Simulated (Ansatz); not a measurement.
# C2H8OSi2: up Jacob's ladder to CCSD(T)

Aim: compute C2H8OSi2 with functionals from several rungs and with coupled cluster, and see how far each lands from CCSD(T) at the basis-set limit for the atomisation energy.

Method: functionals in def2-TZVPP, the program's frozen cores in correlated methods; program: Ansatz 0.2.0, Gaussian basis.

The runs, in order: PBE-D4, r2SCAN-D4, PBE0-D4, B3LYP-D4, ωB97X-V, ωB97M-V, B2PLYP; CCSD(T)/def2-TZVPP; MP2/def2-QZVPP; extrapolation to the limit.

## Step 1: Structure used throughout

The geometry comes from an earlier relaxation with PBE0-D4 in a triple-zeta def2 set; it is a stationary point, not always the lowest conformer.

SMILES `O[Si]1([SiH3])CC1`, 13 atoms, charge 0, spin multiplicity 1.

Atoms are counted from 1 here; the program's logs count them from 0.

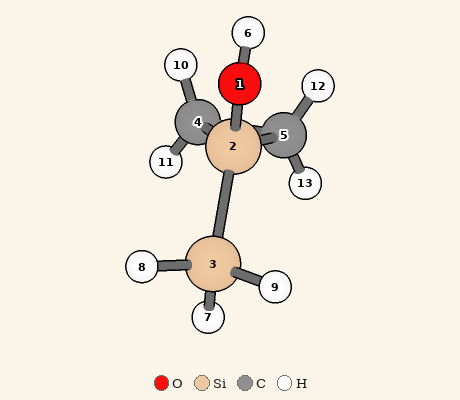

The geometry (oxygen red, silicon light orange, carbon grey, hydrogen white); atoms are numbered from 1 in the order of the file.

## Step 2: PBE-D4 (GGA)

in.yaml reads:

```yaml
crystal:
  periodic: [false, false, false]
  atoms:
    - {symbol: O, position_ang: [-1.735777, 1.196163, 0.473125]}
    - {symbol: Si, position_ang: [-0.413134, 0.276851, 0.123608]}
    - {symbol: Si, position_ang: [-0.016228, -1.240913, 1.827542]}
    - {symbol: C, position_ang: [0.057711, -0.110814, -1.614074]}
    - {symbol: C, position_ang: [0.971727, 0.931758, -0.898511]}
    - {symbol: H, position_ang: [-1.999074, 1.864740, -0.161354]}
    - {symbol: H, position_ang: [1.186710, -2.026954, 1.441861]}
    - {symbol: H, position_ang: [-1.164296, -2.168365, 2.006295]}
    - {symbol: H, position_ang: [0.248602, -0.551279, 3.117667]}
    - {symbol: H, position_ang: [-0.543581, 0.281807, -2.430134]}
    - {symbol: H, position_ang: [0.516335, -1.060722, -1.870864]}
    - {symbol: H, position_ang: [0.914294, 1.944598, -1.289055]}
    - {symbol: H, position_ang: [1.997213, 0.628429, -0.711504]}
basis:
  gaussian: {orbitals: def2-TZVPP}
hamiltonian: {xc: pbe, dispersion: d4}
output: {forces: true, orbitals: {seedname: orbitals}}
```

On the command line:

```bash
$ ansatz run in.yaml --threads 4 --pin off --events-out ev --progress --plain --max-ram 10444MiB
```

Further steps of the session: r2SCAN-D4 (meta-GGA); PBE0-D4 (hybrid); B3LYP-D4 (hybrid); ωB97X-V (range-separated); ωB97M-V (range-separated); B2PLYP (double hybrid); CCSD(T) in def2-TZVPP; MP2 in def2-QZVPP.

**Question.** What will the summary of the whole plan be? Wanted: atomisation energy, CCSD(T)/CBS; farthest; mean size of error, hybrid; mean size of error, range-separated; gap, smallest and largest; T1 diagnostic; triples share of the correlation energy.

As calculated:

```
                               quantity                                           value
        atomisation energy, CCSD(T)/CBS                                   4670.0 kJ/mol
 functionals within 23.3 kJ/mol (0.5 %)  r2SCAN-D4, PBE0-D4, B3LYP-D4, ωB97X-V, ωB97M-V
                               farthest                           B2PLYP (-65.7 kJ/mol)
             mean size of error, hybrid                                     13.3 kJ/mol
    mean size of error, range-separated                                     12.8 kJ/mol
              gap, smallest and largest            4.65 eV (PBE-D4), 11.06 eV (ωB97X-V)
                          T1 diagnostic                                          0.0119
triples share of the correlation energy                                           3.8 %
```

What this shows: PBE-D4 misses by +45.2 kJ/mol. Double hybrids carry the basis error of their MP2 part in triple zeta, and no dispersion term here, so their miss is partly the set-up's. The reference freezes the cores and leaves out relativity and excitations past (T), so misses under about 23.3 kJ/mol can't be ranked. Hartree-Fock recovers 74 % of the binding; the rest is correlation. Orbital gaps span 4.7 to 11.1 eV; exact exchange widens them.
